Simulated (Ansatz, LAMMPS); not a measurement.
# A frame of liquid (Li,Cs)F from 1200 K, run at 300 K (116 atoms) in motion

Wanted: a short trajectory of a frame of liquid (Li,Cs)F from 1200 K, run at 300 K (116 atoms) with its pair distributions.

Calculated with Ansatz 0.2.0; Kohn-Sham DFT, PBE, PAW (set soft_2), plane waves.

### Step 1. The starting structure

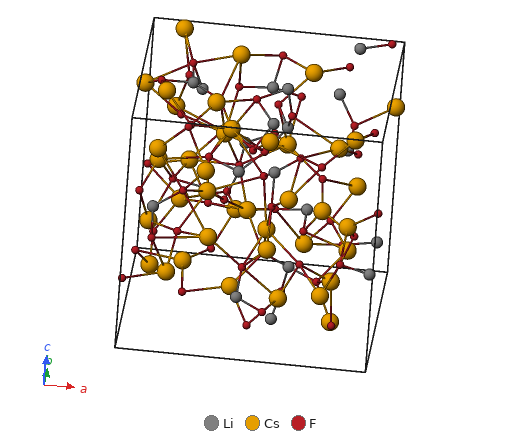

The cell as given, slightly off an axis (lithium grey, caesium orange, fluorine red). Some periodic images of atoms are drawn too.

The cell holds 116 atoms: 19 Li, 39 Cs and 58 F. Cell: a = 15.191 Å, b = 15.191 Å, c = 15.191 Å, α = 90.0°, β = 90.0°, γ = 90.0°. 116 atoms (19 Li, 39 Cs, 58 F) placed at random at 3.04 g/cm³, melted at 1800 K for 10 ps at fixed volume with the Lennard-Jones and Coulomb ion parameters for SPC/E (Joung and Cheatham, J. Phys. Chem. B 112, 9020 (2008)), full charges. Snapshot at the end of a hold of 20 ps at 1200 K and fixed volume.

What the set-up can't give: The starting topology of bonds comes from the classical model, and needn't be the one that DFT or experiment would give. The cell was made at 1200 K but the dynamics is set to 300 K: the trajectory isn't one at 1200 K. The ion parameters were fitted for water, not for melts, so the starting structure of this cell may lie well off the real melt's. The Brillouin zone is sampled at Γ only, in a cell whose shortest periodic width is 15 Å. The levels lack spin–orbit coupling, which is large for the heavy elements here.

### Step 2. Dynamics started at 300 K

A Nosé–Hoover thermostat steers the temperature while disturbing the dynamics little. The time step is 1.0 fs.

File input.yaml:

```yaml
crystal:
  lattice:
    - [15.1905, 0.0, 0.0]
    - [0.0, 15.1905, 0.0]
    - [0.0, 0.0, 15.1905]
  atoms:
    - { symbol: Li, position: [0.58861, 0.54128, 0.78472] }
    - { symbol: Li, position: [0.76576, 0.86885, 0.80551] }
    - { symbol: Li, position: [0.82854, 0.95352, 0.97344] }
    - { symbol: Li, position: [0.5022, 0.81301, 0.83139] }
    [... 106 atom lines left out ...]
    - { symbol: F, position: [0.55001, 0.75099, 0.33513] }
    - { symbol: F, position: [0.11006, 0.05225, 0.46783] }
    - { symbol: F, position: [0.80136, 0.80763, 0.9541] }
    - { symbol: F, position: [0.83874, 0.20533, 0.0957] }
    - { symbol: F, position: [0.6666, 0.23714, 0.7914] }
    - { symbol: F, position: [0.5172, 0.90748, 0.59192] }
kpoints:
  mp_grid: { grid: [1, 1, 1] }
hamiltonian:
  xc: pbe
scf:
  occupations: { method: gaussian, width: 0.05 }
output:
  forces: true
md:
  timestep: 1.0
  n_steps: 47
  ensemble: nvt_nose_hoover
  temperature: 300
  initial_velocities: maxwell_boltzmann
  seed: 6765
```

Launch:

```sh
$ ansatz run input.yaml --threads 4 --pin off --max-ram 8192MiB --backend cpu --events-out ev --progress --plain --runs-dir out
```

The job ended after 20 min (4 threads of Arm Neoverse V2, shared host; peak memory 5 GiB; 77 min of CPU time).

The program notes that it switched symmetry off.

Rows from the run:

| time (fs) | T (K) | potential (meV/atom) | conserved (meV/atom) |
| --- | --- | --- | --- |
| 0.0 | 300 | 0.0 | 0.00 |
| 3.0 | 308 | -1.0 | 0.00 |
| 6.0 | 330 | -3.9 | 0.00 |
| 9.0 | 364 | -8.2 | -0.01 |
| 13.0 | 419 | -15.3 | -0.02 |
| 16.0 | 460 | -20.7 | -0.02 |
| 19.0 | 495 | -25.3 | -0.02 |
| 22.0 | 522 | -29.0 | -0.02 |
| 25.0 | 546 | -32.4 | -0.01 |
| 28.0 | 575 | -36.6 | -0.01 |
| 31.0 | 609 | -41.6 | -0.02 |
| 34.0 | 636 | -45.9 | -0.03 |
| 38.0 | 650 | -49.0 | -0.03 |
| 41.0 | 642 | -49.1 | -0.03 |
| 44.0 | 621 | -47.8 | -0.03 |
| 47.0 | 594 | -45.5 | -0.02 |

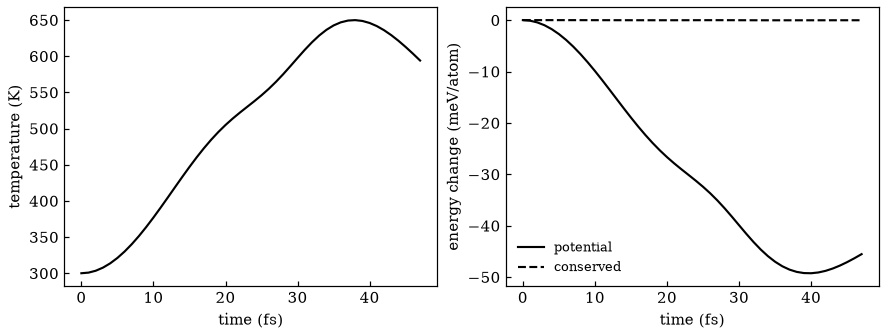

Temperature and energies against time.

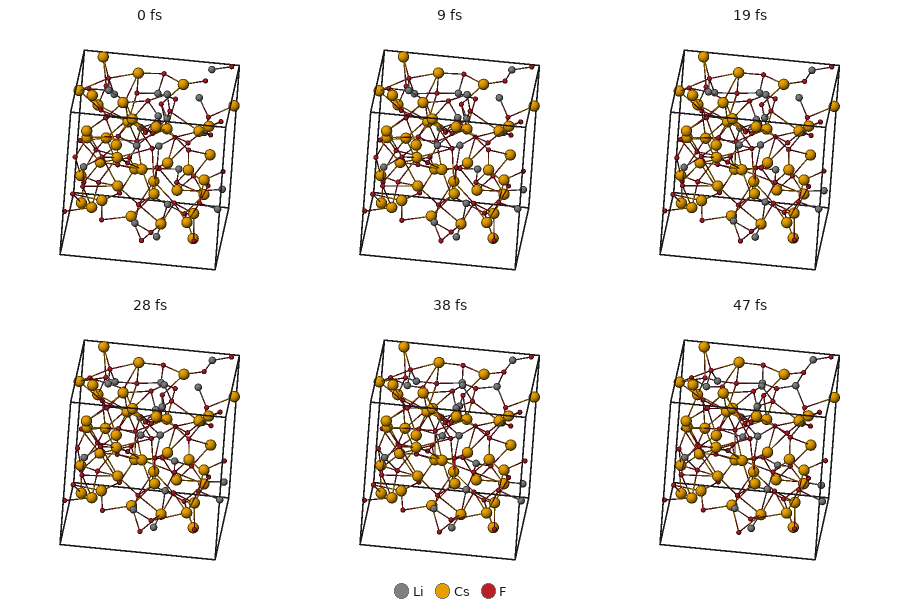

6 frames of the run.

Mean square displacement from the first frame to the last: Li 0.30 Å², Cs 0.014 Å², F 0.13 Å².

Mean square displacement against time lag:

| time lag (fs) | Cs (Å²) | F (Å²) | Li (Å²) |
| --- | --- | --- | --- |
| 1.00 | 6.8e-6 | 7.2e-5 | 2.4e-4 |
| 2.00 | 2.7e-5 | 2.9e-4 | 9.8e-4 |
| 3.00 | 6.1e-5 | 6.5e-4 | 0.00223 |
| 4.00 | 1.1e-4 | 0.00116 | 0.00397 |
| 5.00 | 1.7e-4 | 0.00181 | 0.00623 |
| 6.00 | 2.4e-4 | 0.00261 | 0.00898 |
| 7.00 | 3.3e-4 | 0.00355 | 0.0122 |
| 8.00 | 4.3e-4 | 0.00464 | 0.0160 |
| 9.00 | 5.5e-4 | 0.00588 | 0.0202 |
| 10.00 | 6.7e-4 | 0.00725 | 0.0249 |
| 11.00 | 8.1e-4 | 0.00877 | 0.0300 |
| 12.00 | 9.7e-4 | 0.0104 | 0.0355 |
| 13.00 | 0.00113 | 0.0122 | 0.0414 |
| 14.00 | 0.00131 | 0.0142 | 0.0477 |
| 15.00 | 0.00151 | 0.0162 | 0.0543 |
| 16.00 | 0.00171 | 0.0184 | 0.0612 |
| 17.00 | 0.00193 | 0.0207 | 0.0683 |
| 18.00 | 0.00216 | 0.0232 | 0.0757 |
| 19.00 | 0.00241 | 0.0258 | 0.0833 |
| 20.00 | 0.00266 | 0.0285 | 0.0911 |
| 21.00 | 0.00293 | 0.0313 | 0.0991 |
| 22.00 | 0.00321 | 0.0342 | 0.107 |
| 23.00 | 0.00350 | 0.0372 | 0.115 |
| 24.00 | 0.00381 | 0.0403 | 0.124 |

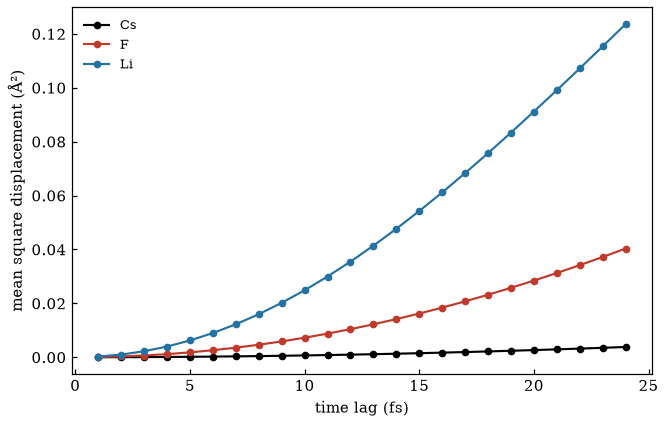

Mean square displacement, plotted against time lag.

Over the second half of 47 fs the temperature averages 612 K, rising from about 561 to 616 K (means over the first and last quarter of that half). The conserved energy stays within 0.03 meV/atom. From first frame to last Li has the largest mean square displacement, 0.30 Å² at the end; the farthest move is 0.97 Å. The mean temperature of 612 K lies well off the 300 K of the input, so the thermostat hasn't yet brought the run to equilibrium. The run spans 0.05 ps, too short for its means to be equilibrium values.

### Step 3. Distances and neighbours late in the run

The g(r) is a mean over the second half.

Density 3.04 g/cm³, 30.22 Å³ an atom.

Mean of 13 frames. g(r), total and by pair (bins of 0.2 Å):

```
r (Å)  total   F-F  F-Cs  F-Li  Cs-Cs  Cs-Li  Li-Li
 1.50   0.05  0.00  0.00  0.32   0.00   0.00   0.00
 1.70   0.93  0.00  0.00  5.71   0.00   0.00   0.00
 1.90   1.16  0.00  0.00  7.06   0.00   0.00   0.00
 2.10   0.84  0.00  0.00  5.11   0.00   0.00   0.00
 2.30   0.35  0.00  0.00  2.17   0.00   0.00   0.00
 2.50   0.34  0.10  0.19  1.46   0.00   0.00   0.28
 2.70   0.98  0.33  2.56  0.06   0.00   0.00   0.90
 2.90   1.85  1.34  4.10  0.46   0.00   0.02   2.41
 3.10   1.32  1.41  2.54  0.13   0.00   0.45   1.60
 3.30   1.11  1.73  1.52  0.13   0.10   0.93   1.24
 3.50   1.14  1.42  1.06  0.10   1.00   2.47   1.00
 3.70   0.94  0.81  0.57  0.27   1.13   3.14   1.17
 3.90   0.93  0.82  0.72  0.42   1.37   2.19   0.75
 4.10   0.80  1.21  0.31  0.52   1.04   1.56   0.71
 4.30   0.81  0.86  0.55  0.77   1.14   1.27   0.74
 4.50   0.91  0.89  0.52  1.01   1.75   1.18   0.88
 4.70   0.91  0.76  0.74  0.96   1.29   1.25   0.93
 4.90   1.00  0.94  1.01  1.16   0.98   1.10   0.20
 5.10   0.99  0.97  0.98  0.92   1.48   0.71   0.65
 5.30   1.10  1.02  1.12  1.16   1.50   0.81   1.00
 5.50   1.04  1.07  1.06  1.14   1.41   0.53   0.45
 5.70   1.06  1.31  1.20  1.16   0.62   0.53   0.68
 5.90   1.01  1.12  1.05  1.35   0.69   0.49   0.84
 6.10   1.01  0.95  1.09  1.34   0.81   0.65   0.86
 6.30   1.01  0.90  1.21  0.92   0.85   0.85   1.38
 6.50   0.93  0.83  0.89  1.07   0.98   0.92   1.48
 6.70   0.95  0.87  0.95  1.08   0.90   0.92   1.39
 6.90   0.99  1.01  1.06  0.93   0.76   0.98   1.50
```

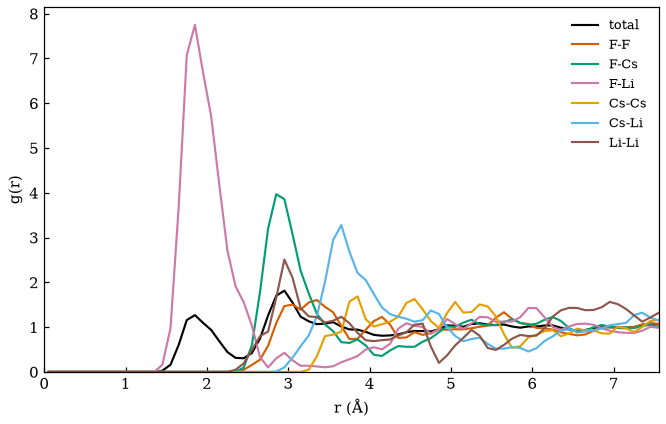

Pair distribution functions, lightly smoothed.

### Step 4. Single point at the last frame

The last frame is solved again with fuller output, to read the electronic structure of a thermally displaced geometry.

File input.yaml:

```yaml
crystal:
  lattice:
    - [15.1905, 0.0, 0.0]
    - [0.0, 15.1905, 0.0]
    - [0.0, 0.0, 15.1905]
  atoms:
    - { symbol: Li, position: [0.52622, 0.55445, 0.78733] }
    - { symbol: Li, position: [0.74261, 0.86536, 0.81921] }
    - { symbol: Li, position: [0.83881, 0.91617, 0.98846] }
    - { symbol: Li, position: [0.53071, 0.81949, 0.834] }
    [... 106 atom lines left out ...]
    - { symbol: F, position: [0.57366, 0.76655, 0.34103] }
    - { symbol: F, position: [0.09805, 0.07656, 0.46739] }
    - { symbol: F, position: [0.78931, 0.82606, 0.93348] }
    - { symbol: F, position: [0.84078, 0.22434, 0.10209] }
    - { symbol: F, position: [0.66439, 0.26672, 0.78718] }
    - { symbol: F, position: [0.51856, 0.88982, 0.58411] }
kpoints:
  mp_grid: { grid: [1, 1, 1] }
hamiltonian:
  xc: pbe
scf:
  occupations: { method: gaussian, width: 0.05 }
output:
  forces: true
  stress: true
  populations: true
  dos:
    method: { smearing: { sigma: 0.15 } }
    de: 0.1
    projected: { site_lists: { Cs: [Cs], F: [F], Li: [Li] } }
  eigenvalues: true
  write_density: true
  write_potential: true
  volumetric_format: npy
```

Wall time 75 s (4 threads); peak memory 4.7 GiB.

The program notes that the exchange-correlation potential is rough where the density is thin.

Read from the output:

```
free energy                                      : -272068.6527 eV
free energy per atom                             : -2345.4194 eV/atom
SCF cycles                                       : 10
pressure                                         : -0.4304 GPa
r.m.s. force component                           : 0.3798 eV/Å
longest force                                    : 1.997 eV/Å
Fermi energy                                     : 2.668 eV
gap (highest filled to lowest empty level) : 3.231 eV
spilling of the projection                       : 0.006854
```

Length of the force by element:

```
element  coordination  atoms  mean length of the force (eV/Å)  spread   least   most
     Cs           all     39                            0.557   0.213   0.115  0.908
      F           all     58                            0.523   0.272  0.0886   1.37
     Li           all     19                            0.800   0.461   0.132   2.00
```

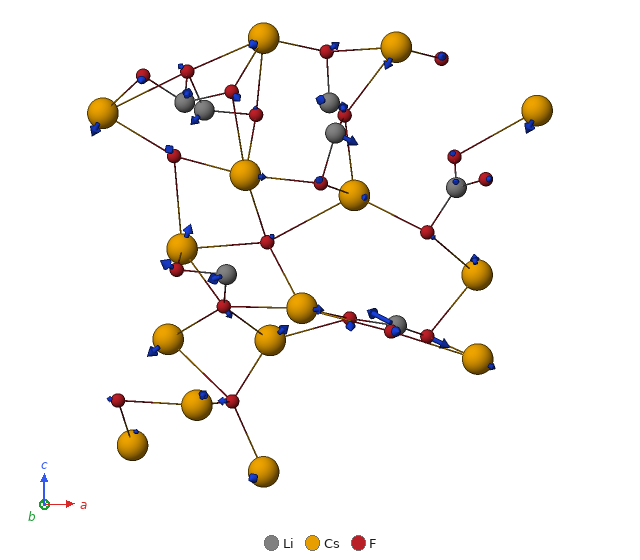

Forces as arrows; the longest in the cell is 2.00 eV/Å. Drawn is a slice 5 Å thick, seen along the normal of the ac plane.

Löwdin charges by element (they lack the spilled electrons, 0.048 e an atom on average):

| element | coordination | atoms | mean charge (e) | spread | least | most |
| --- | --- | --- | --- | --- | --- | --- |
| Cs | all | 39 | 0.926 | 0.0094 | 0.912 | 0.949 |
| F | all | 58 | -0.784 | 0.0093 | -0.805 | -0.758 |
| Li | all | 19 | 0.785 | 0.0153 | 0.742 | 0.807 |

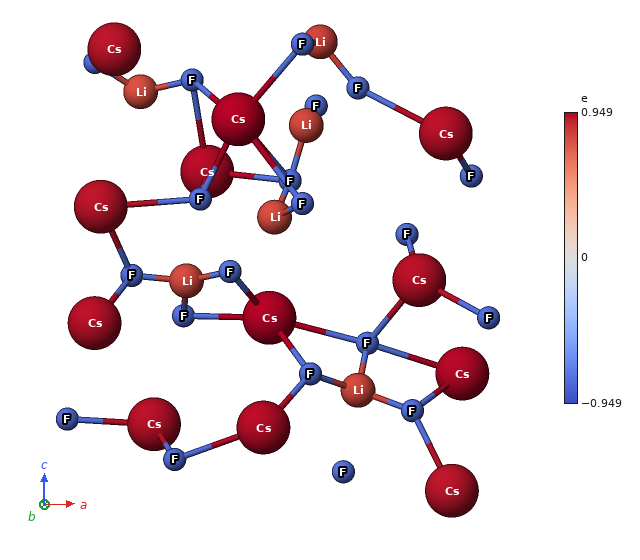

Atoms coloured by Löwdin charge. Drawn is a stretch of 13 Å of the 15 Å that the cell measures along a and a slice 5 Å thick, seen along the normal of the ac plane. Bonds to atoms that aren't drawn are left out.

Density of states as counts of states in windows of 1 eV (from the Fermi level), total and the larger projections:

| from (eV) | to (eV) | total | F p | Cs p | Cs s |
| --- | --- | --- | --- | --- | --- |
| -10 | -9 | 33.1 | 0.6 | 32.2 | 0.2 |
| -9 | -8 | 135.2 | 3.1 | 130.7 | 0.8 |
| -8 | -7 | 61.2 | 2.0 | 58.6 | 0.3 |
| -7 | -6 | 4.5 | 0.2 | 4.2 | 0.0 |
| -6 | -5 | 0.3 | 0.3 | 0.0 | 0.0 |
| -5 | -4 | 18.8 | 17.9 | 0.2 | 0.1 |
| -4 | -3 | 152.5 | 145.2 | 2.4 | 1.3 |
| -3 | -2 | 160.1 | 153.2 | 3.0 | 1.0 |
| -2 | -1 | 16.4 | 15.8 | 0.3 | 0.1 |
| -1 | 1 | 0.0 | 0.0 | 0.0 | 0.0 |
| 1 | 2 | 2.1 | 0.0 | 0.0 | 1.7 |
| 2 | 3 | 16.6 | 0.5 | 0.3 | 11.1 |
| 3 | 4 | 48.6 | 1.0 | 0.5 | 17.5 |
| 4 | 5 | 83.3 | 1.2 | 0.4 | 13.4 |

Between -26 and -10 eV lie 194 more states.

The stored curve holds about 776 of the 814 electrons; the rest, give or take the few that broadening carries across the Fermi level, lie in deeper levels below its range.

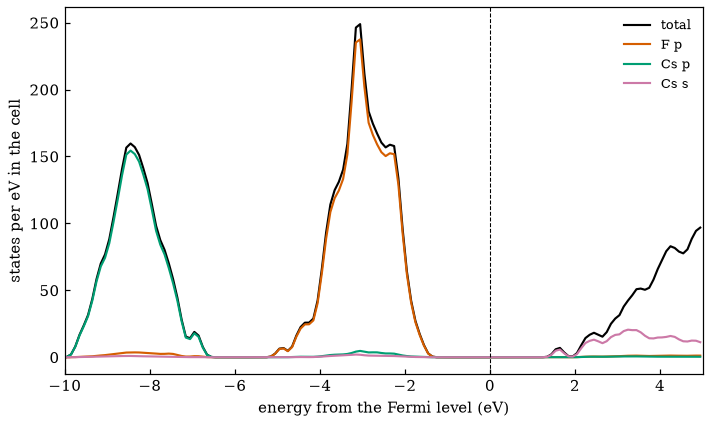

Total and projected density of states, with the broadening of the input.

The levels nearest the highest filled one (over half full), pooled over k-points and spins:

| level less the highest filled one (eV) | occupation |
| --- | --- |
| -0.337 | 2 |
| -0.299 | 2 |
| -0.222 | 2 |
| -0.220 | 2 |
| -0.102 | 2 |
| 0 | 2 |
| 3.23 | 0 |
| 3.82 | 0 |
| 3.93 | 0 |
| 4.08 | 0 |
| 4.12 | 0 |
| 4.30 | 0 |

Mean Löwdin charges: Cs +0.93, F -0.78, Li +0.79 e (they miss 0.69 % of the electrons, so they add up to more than the cell's charge). The largest share in the top eV of filled states is F p (97 % of the projected weight), and in the lowest eV of empty states Cs s (88 % of the projected weight).

### Step 5. Results

```yaml
mean_temperature_second_half: 611.5 K
temperature_swing_second_half: 34.29 K
slope_of_the_conserved_energy_against_time_by_least_squares: -0.6278 meV/atom/ps
free_energy_per_atom: -2345.4194 eV/atom
pressure: -0.4304 GPa
r_m_s_force_component: 0.3798 eV/Å
spacing_of_highest_filled_and_lowest_empty_level: 3.231 eV
wall_time_of_the_2_dft_runs: 21 min
```

Over the second half of 47 fs the temperature averages 612 K, rising from about 561 to 616 K (means over the first and last quarter of that half). The conserved energy stays within 0.03 meV/atom. The mean temperature of 612 K lies well off the 300 K of the input, so the thermostat hasn't yet brought the run to equilibrium. The run spans 0.05 ps, too short for its means to be equilibrium values. Between filled and empty levels lie 3.23 eV (at Γ alone); a semilocal functional tends to put such gaps too low. In a disordered cell it changes from sample to sample and from frame to frame.

Caveats: The pressure of a single frame lacks the kinetic term, about 0.28 GPa here.

[Logs are printed without paths, hosts, clocks, repeated set-up lines and the standing remarks that a program may print on its own settings, such as how far it seeks lower states.]

[Hosts, paths, dates, database ids (printed as entryN), source tags and the programs' standing remarks are cut or masked in the printed files.]
